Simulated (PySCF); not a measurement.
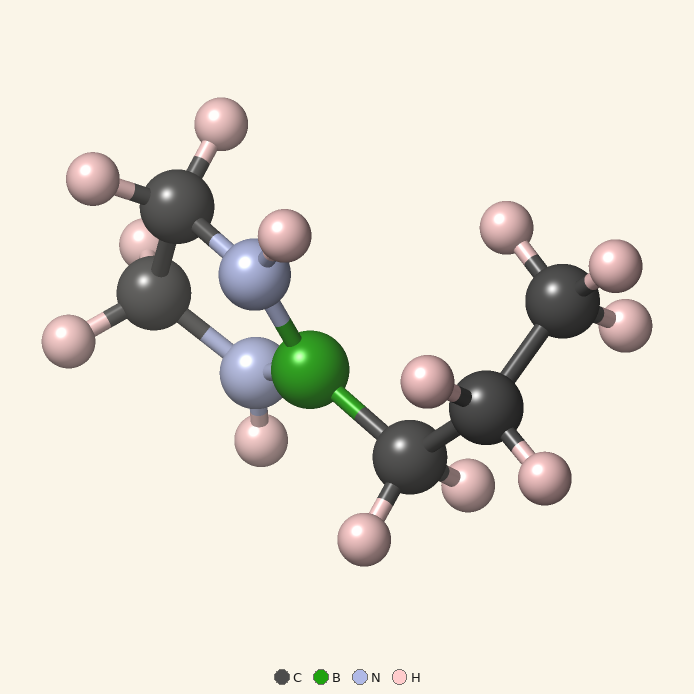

Rendered structure (ball-and-stick style). Every bond is drawn as one stick, whatever its order.

The geometry was computed by an optimisation with PBE0-D3(BJ)/def2-SVP. No frequency run is at hand to confirm it as a minimum.

**Give the formula.**

C5H13BN2, 21 atoms: 5 carbon, 13 hydrogen, 1 boron and 2 nitrogen.

**What is the point group of this geometry?**

C1.

**Describe its rings.**

Independent rings (smallest set): 1 of 5 members.

**Give a SMILES string for it.**

CCCB1NCCN1

More results for the same structure follow; atom numbers are the same in all pictures, views and colours differ.

Shape

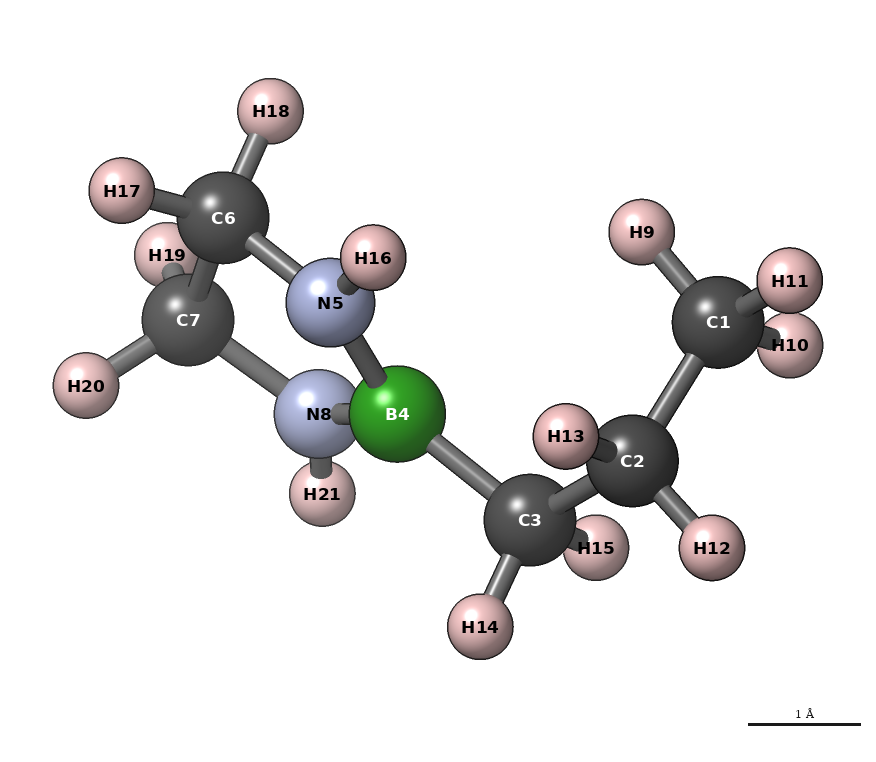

No frequency run is at hand to confirm it as a minimum.

Which atoms are bonded, and how long are the bonds? Leave out bonds to hydrogen.

| bond | length (Å) | order |
| --- | --- | --- |
| C1–C2 | 1.522 | single |
| C2–C3 | 1.529 | single |
| C3–B4 | 1.580 | single |
| B4–N5 | 1.424 | single |
| B4–N8 | 1.424 | single |
| N5–C6 | 1.449 | single |
| C6–C7 | 1.538 | single |
| C7–N8 | 1.449 | single |

Dipole moment

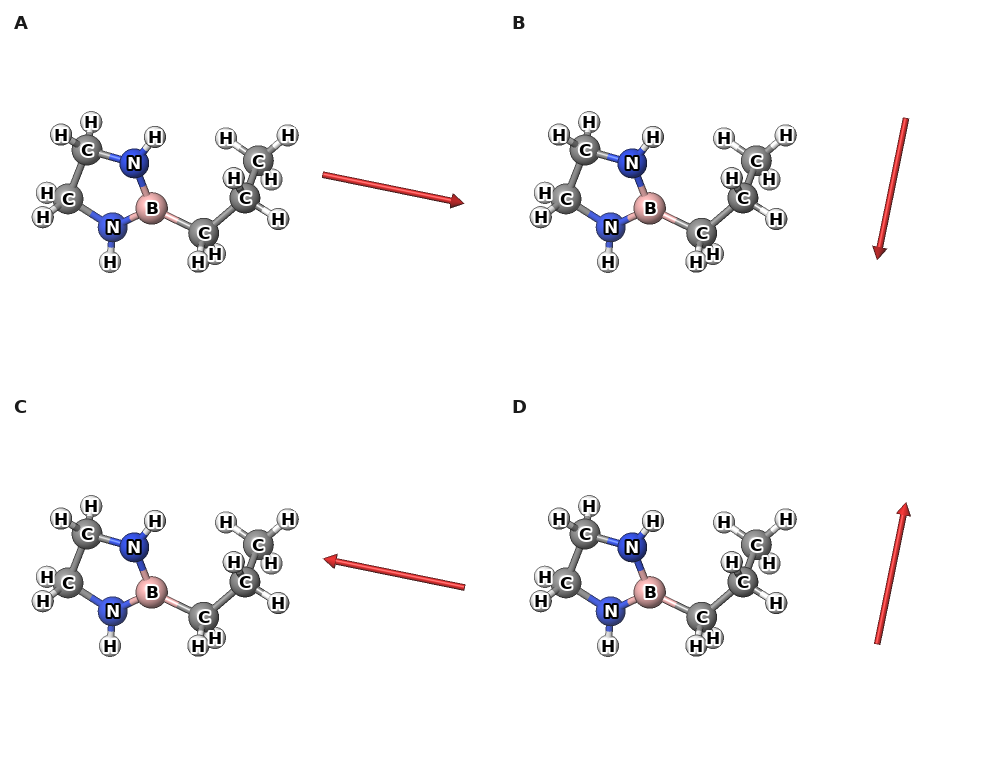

The same molecule four times, each with an arrow. No frequency run is at hand to confirm it as a minimum. Method: PBE0/def2-SVPD, gas phase (PySCF 2.14.0).

**Which arrow points along the dipole moment, from the negative to the positive end?**

C. The dipole moment is 0.76 D.

Charges

The questions are on IAO charges. No frequency run is at hand to confirm it as a minimum. Properties computed with PBE0/pcSseg-1 in acetone (IEF-PCM) (PySCF 2.14.0).

**Which atom carries the highest charge (most positive or least negative)?**

H16, H21 (0.27 e).

**And the lowest?**

N5, N8 (−0.45 e).

Give the IAO charges atom by atom.

```json
{"atom": "C1", "value (e)": "−0.41"}
{"atom": "C2", "value (e)": "−0.23"}
{"atom": "C3", "value (e)": "−0.40"}
{"atom": "B4", "value (e)": "0.26"}
{"atom": "N5", "value (e)": "−0.45"}
{"atom": "C6", "value (e)": "−0.14"}
{"atom": "C7", "value (e)": "−0.14"}
{"atom": "N8", "value (e)": "−0.45"}
{"atom": "H9", "value (e)": "0.13"}
{"atom": "H10", "value (e)": "0.13"}
{"atom": "H11", "value (e)": "0.14"}
{"atom": "H12", "value (e)": "0.13"}
{"atom": "H13", "value (e)": "0.12"}
{"atom": "H14", "value (e)": "0.15"}
{"atom": "H15", "value (e)": "0.13"}
{"atom": "H16", "value (e)": "0.27"}
{"atom": "H17", "value (e)": "0.14"}
{"atom": "H18", "value (e)": "0.12"}
{"atom": "H19", "value (e)": "0.14"}
{"atom": "H20", "value (e)": "0.12"}
{"atom": "H21", "value (e)": "0.27"}
```

Ring current

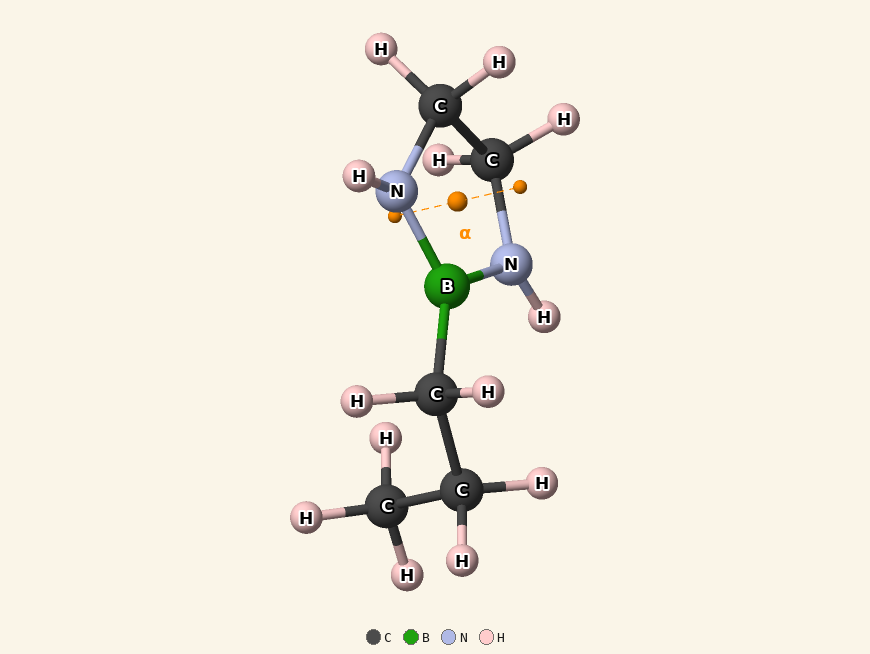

The small points mark where nucleus-independent chemical shifts (NICS) were computed: at the centre of each lettered ring and 1 Å above and below it. No frequency run is at hand to confirm it as a minimum. Properties computed with GIAO KT2/pcSseg-1 NMR shielding, non-relativistic, gas phase (PySCF 2.14.0).

Give NICS(0), NICS(1) and the out-of-plane component NICS(1)zz for each ring (means of the two sides).

```json
{"ring": "α", "members": "C2BN2", "NICS(0)": "−5.5", "NICS(1)": "−2.1", "NICS(1)zz": "−2.8"}
```

Values in ppm.

**What do the values say about the ring currents?**

Ring α: weak, as in a non-aromatic ring. NICS is one index among several.
